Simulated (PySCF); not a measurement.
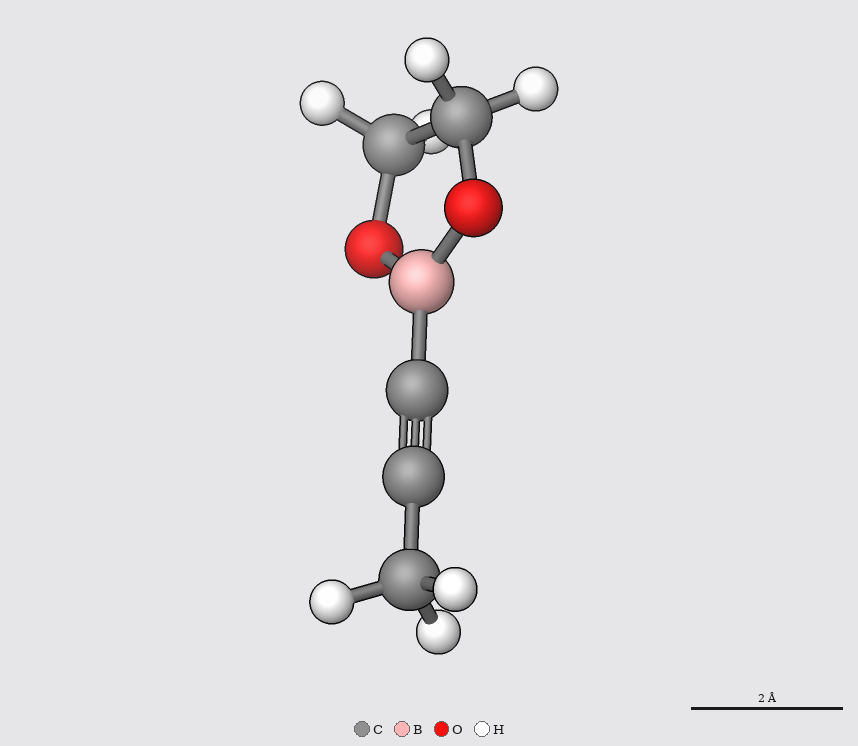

A ball-and-stick model of a molecule. Double and triple bonds are drawn as two and three sticks.

The geometry was computed by an optimisation with PBE0-D3(BJ)/def2-SVP. No frequency run is at hand to confirm it as a minimum.

Identify the structure.

The molecule is C5H7BO2. Its SMILES string is `CC#CB1OCCO1`. Independent rings (smallest set): 1 of 5 members. Among its groups: alkyne. Coordination: 3 C tetrahedral; 2 C linear; 1 B trigonal planar; 2 O bent.

The parts below concern this one geometry. Atoms keep their numbers from picture to picture.

Bond orders

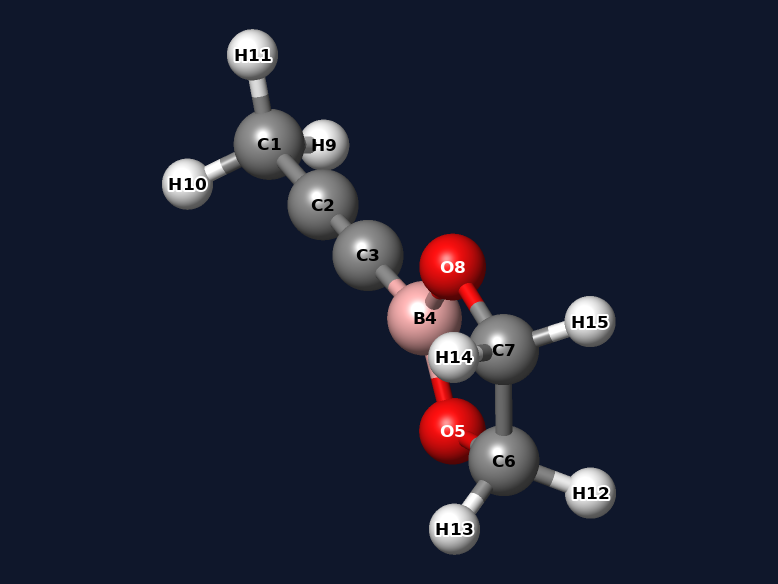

Every bond is drawn as one stick. No frequency run is at hand to confirm it as a minimum. Level of theory: PBE0/pcSseg-1 in benzene (IEF-PCM) (PySCF 2.14.0).

List the Mayer bond orders of C1–C2, C1–H9, C1–H11, C2–C3, C3–B4, B4–O5, B4–O8, O5–C6, C6–C7, C6–H12, C7–O8, C7–H14 (one bond of each equivalent set). Atoms whose distances differ by more than 0.02 Å in this geometry are listed apart.

| bond | Mayer order | length (Å) |
| --- | --- | --- |
| C1–C2 | 1.19 | 1.450 |
| C1–H9 | 0.92 | 1.101 |
| C1–H11 | 0.92 | 1.101 |
| C2–C3 | 2.58 | 1.217 |
| C3–B4 | 1.01 | 1.523 |
| B4–O5 | 1.19 | 1.367 |
| B4–O8 | 1.19 | 1.366 |
| O5–C6 | 0.88 | 1.416 |
| C6–C7 | 1.05 | 1.545 |
| C6–H12 | 0.95 | 1.102 |
| C7–O8 | 0.88 | 1.416 |
| C7–H14 | 0.95 | 1.102 |

Electronic properties

No frequency run is at hand to confirm it as a minimum. Method: B3LYP/def2-SVPD in benzene (IEF-PCM) (PySCF 2.14.0). Excitations: vertical, linear response.

What does the calculation give?

- dipole moment: 0.68 D
- HOMO energy (Kohn–Sham orbital): −7.47 eV
- LUMO energy (Kohn–Sham orbital): −0.53 eV
- HOMO–LUMO gap: 6.94 eV
- mean static polarisability: 89.8 bohr³
- lowest vertical singlet excitation: 5.40 eV
- its oscillator strength: 0.000
- brightest of the 6 lowest singlets: 5.96 eV
- its oscillator strength: 0.14

Ring current

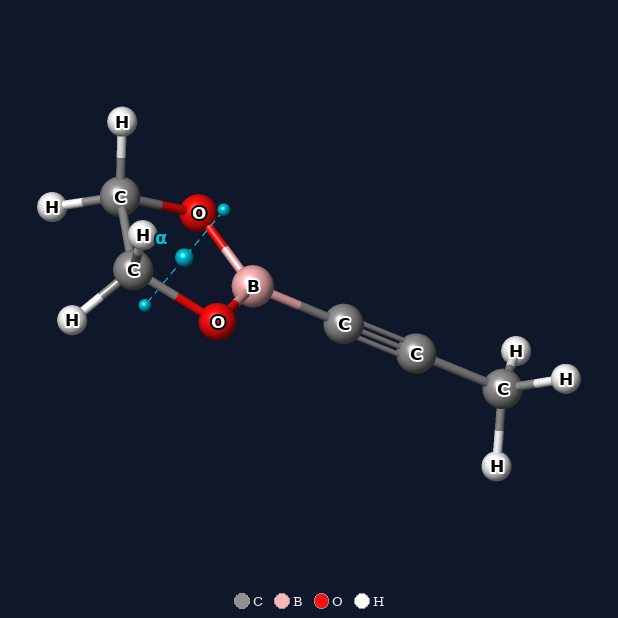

The small points mark where nucleus-independent chemical shifts (NICS) were computed: at the centre of each lettered ring and 1 Å above and below it. No frequency run is at hand to confirm it as a minimum. Properties computed with GIAO PBE0/pcSseg-1 NMR shielding, non-relativistic, gas phase (PySCF 2.14.0).

Give NICS(0), NICS(1) and the out-of-plane component NICS(1)zz for each ring (means of the two sides).

```
ring  members  NICS(0)  NICS(1)  NICS(1)zz
   α    C2BO2     −5.7     −2.3       −4.6
```

Values in ppm.

What do the values say about the ring currents?

Answer. Ring α: weak, as in a non-aromatic ring. NICS is one index among several.

NMR shielding

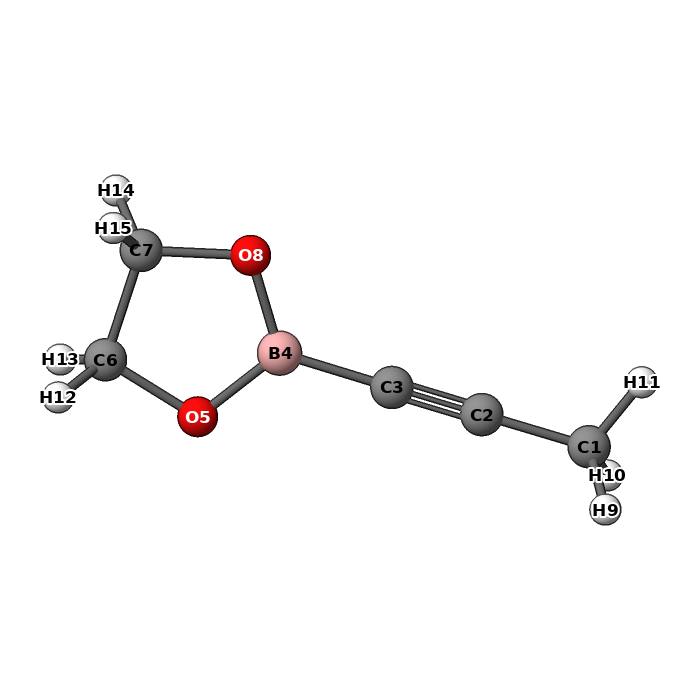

The questions are on isotropic NMR shieldings of the C atoms. No frequency run is at hand to confirm it as a minimum. Method: GIAO PBE0/pcSseg-1 NMR shielding, non-relativistic, IEF-PCM tetrahydrofuran (PySCF 2.14.0).

Give the isotropic NMR shieldings of the C atoms atom by atom.

| atom | σ (ppm) |
| --- | --- |
| C1 | 179.7 |
| C2 | 74.0 |
| C3 | 105.6 |
| C6 | 116.3 |
| C7 | 116.2 |
